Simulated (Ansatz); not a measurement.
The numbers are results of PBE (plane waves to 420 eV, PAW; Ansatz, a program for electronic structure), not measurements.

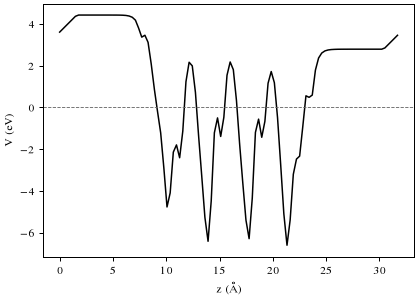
Fig. 1. Plane-averaged electrostatic potential energy along the normal, in eV from the Fermi level, for the (111)B surface of zinc-blende CdTe, Te-terminated, 2x2 with 3 H on 4 top atoms (bottom of the slab: 2 H on 4 bottom sites)

Set-up: 37 atoms, 16.0 Å thick at the start with caps and adatoms; mesh 3x3x1; 0.025 eV smearing; dipole correction on; 8 atoms held, the rest relaxed; held to the start's symmetry, so lower structures may exist; spin-polarised, no spin-orbit, no U. The slab shows no gap over 0.04 eV on its mesh. The starting moment vanished. It is one candidate, not shown to be the stable structure of the face.

Question: The surface cell has an area of 75.91 Å². What dipole along the normal does the step between the two vacuum levels imply?

Answer: the top vacuum level lies 1.63 eV below the bottom one; p = −ε₀ A ΔV (ε₀ = 0.005526 e/(V·Å)) gives 0.69 e·Å a cell.
